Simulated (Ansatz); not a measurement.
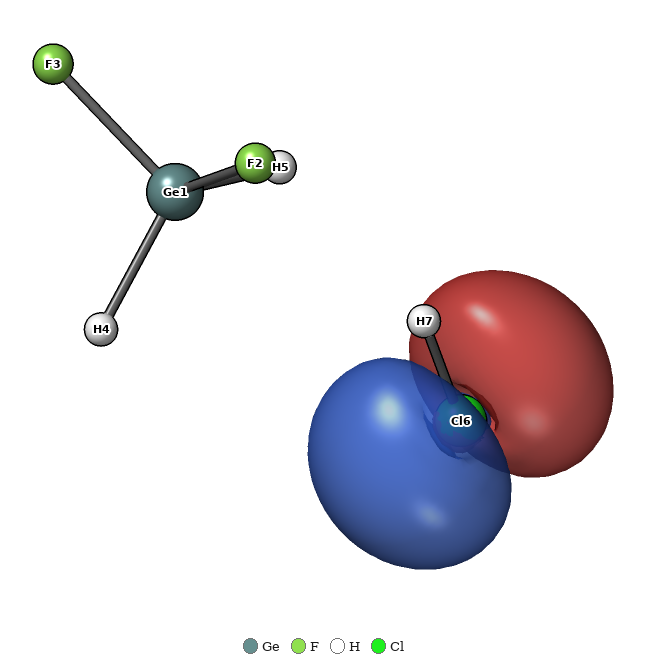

F2GeH2···HCl. The HOMO at ±0.15 Å⁻³ᐟ² (red and blue are the two phases), seen at an oblique angle.

Theory: RHF/def2-SVP (Ansatz 0.2.0).

```
atom    x (Å)    y (Å)    z (Å)
  Ge   0.2316   0.0000  -0.1963
   F   0.1481   0.0000   1.5251
   F   1.9128   0.0000  -0.5217
   H  -0.3448   1.3068  -0.6958
   H  -0.3448  -1.3068  -0.6958
  Cl  -3.0636   0.0000   1.5098
   H  -2.0061   0.0000   2.2224
```

**Describe this orbital and give its energy.**

Its weight (Hirshfeld) is mainly on Cl6 (about 95 %); largely a lone pair of Cl6. Its energy is −12.86 eV.
